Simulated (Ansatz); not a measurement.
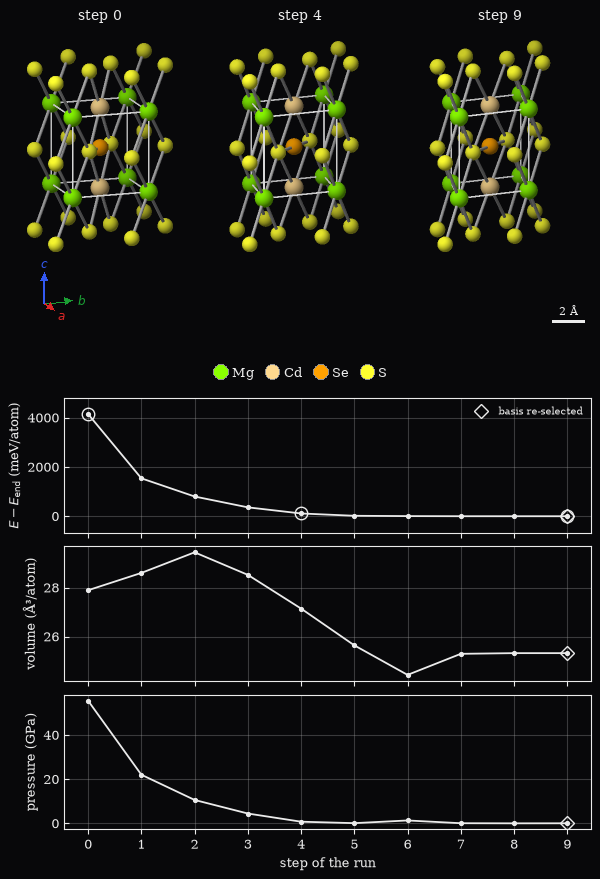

Frames of a relaxation of solid MgCdSeS2 (a generated structure, set up in Cmmm) (coarse preliminary run), marked on the history of the run. Style: ball-and-stick. Shown: the cell of the calculation, slightly off an axis.

These are results of DFT PBE, scalar-relativistic, plane waves, PAW (Ansatz 0.2.0), not measurements.

Input file:
```yaml
crystal:
  lattice:
    - [3.39442293, -3.98967397, 0.0]
    - [3.39442293, 3.98967397, 0.0]
    - [0.0, 0.0, 5.14917456]
  atoms:
    - { symbol: Mg, position: [0.0, 0.0, 0.0] }
    - { symbol: Cd, position: [0.5, 0.5, 0.0] }
    - { symbol: Se, position: [0.5, 0.5, 0.5] }
    - { symbol: S, position: [0.69385796, 0.30614204, 0.5] }
    - { symbol: S, position: [0.30614204, 0.69385796, 0.5] }
basis:
  ecutwfc: 420
kpoints:
  mp_grid: { grid: [4, 4, 4] }
hamiltonian:
  xc: pbe
scf:
  occupations: { method: gaussian, width: 0.1 }
  lower_state_search: "off"
output:
  forces: true
  stress: true
  eigenvalues: true
relax:
  adjacent_minimum: "off"
  f_tol: 0.04
  max_steps: 70
  cell: { stress_tol: 0.4 }
```

Launched with:
```bash
ansatz run input.yaml --threads 1 --pin off --max-ram 2560MiB --backend cpu --events-out ev --progress --plain --runs-dir out
```

Question: What happens along the run?

Answer: After 8 accepted moves (9 points after the start) the energy has fallen by 4146 meV per atom. The largest force component goes from 44 to 0.012 eV/Å. The pressure goes from 55.50 to 0.05 GPa. At 1 point the geometry stayed and the basis and grid were re-selected for the new cell (energy shift of 0.3 meV per atom at most each time). The largest moves relative to the cell, 0.73 Å, are those of S4 and S5. S4 goes along [1 −1 0]. Mg and Cd and Se stay in place. The volume changes by −9.2 %, with a = b 5.238 → 5.251 Å (+0.2 %), c 5.149 → 5.212 Å (+1.2 %), γ 99.2° → 118.2°. Among the contacts that change: Se3–S4 1.547 → 2.475 Å, S4–S5 3.511 → 2.731 Å, Mg1–Cd2 3.394 → 2.695 Å, Cd2–S4 3.004 → 3.594 Å. The space group stays Cmmm (No. 65). From step 0 to 4: S atoms move most (0.60 Å), volume −2.7 %, energy −4034 meV per atom. From step 4 to 9: S atoms move most (0.11 Å), volume −6.7 %, energy −112 meV per atom.

```
step  E − E(0), meV/atom  largest force component, eV/Å  pressure, GPa  volume, Å³/atom                      note
   0                0.00                        44.2180          55.50           27.893                          
   1            -2607.28                        16.3722          22.02           28.601                          
   2            -3344.46                         8.4086          10.61           29.443                          
   3            -3784.67                         4.3952           4.47           28.521                          
   4            -4033.63                         1.7868           0.77           27.143                          
   5            -4127.33                         0.4417           0.11           25.641                          
   6            -4140.28                         0.1450           1.33           24.433                          
   7            -4144.88                         0.0029           0.08           25.294                          
   8            -4145.40                         0.0113           0.03           25.322                          
   9            -4145.69                         0.0118           0.05           25.322  same geometry, new basis
```
